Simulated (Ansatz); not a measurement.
## Electronic structure of F₂H₂Si···H (doublet) in real space

```xyz
6

Si   -0.3105    0.0006    1.0681
F     1.2520    0.0018    1.5212
H     1.4543   -0.0045   -1.9690
H    -0.5869    1.2559    0.3082
H    -0.5878   -1.2590    0.3155
F    -1.2197    0.0052    2.4175
```

Computed with UKS PBE/def2-SVP in Ansatz.

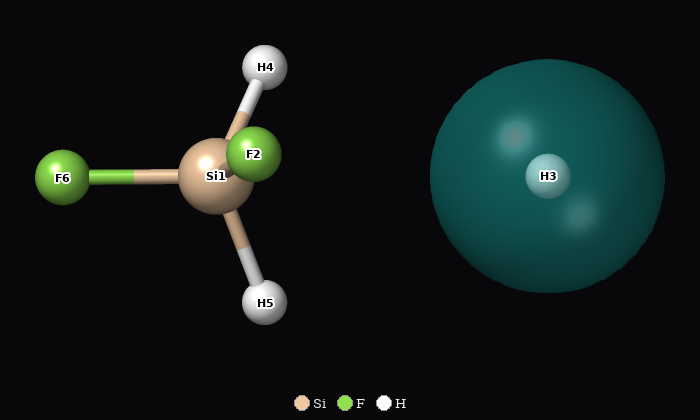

Figure 1. Isosurface of the spin density (α minus β) at +0.02 e/Å³ (teal), seen from one side.

### Describe the spin distribution.

The unpaired spin (1 electron) lies mostly on H3 (about 1.0), in electrons by Hirshfeld's partition.

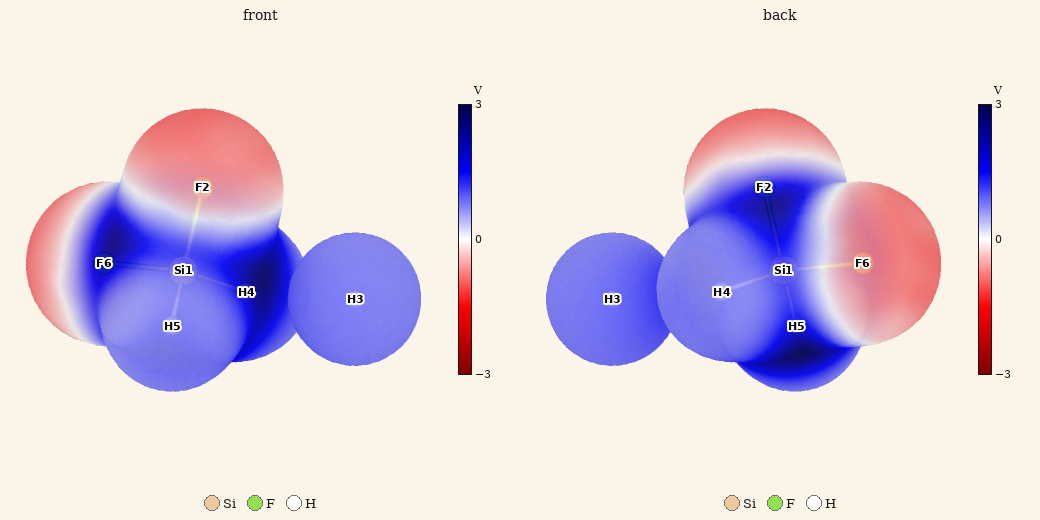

Figure 2. The molecular electrostatic potential painted on the density surface at 0.004 e/bohr³, seen from the front and from behind; red is negative and blue positive.

### Describe the electrostatic potential map.

The most negative region (about −0.8 V, or −18 kcal/mol for a unit charge) lies over F2 and F6, the most positive (about +2.8 V, or +65 kcal/mol for a unit charge) over Si1.

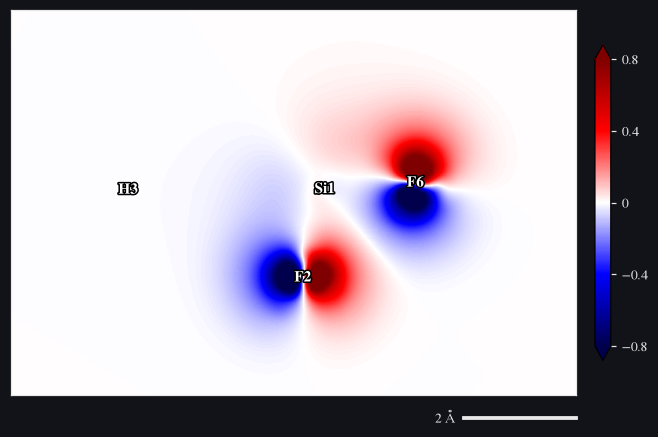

Figure 3. The HOMO−1 (β) on the plane of atoms F2, Si1 and F6 (values in Å⁻³ᐟ²; the overall sign is arbitrary).

### Describe this orbital and give its energy.

By Hirshfeld shares it lies mainly on F6 (about 45 %) and F2 (about 45 %); largely a combination of lone pairs on F6 and F2. Its energy is −9.61 eV.
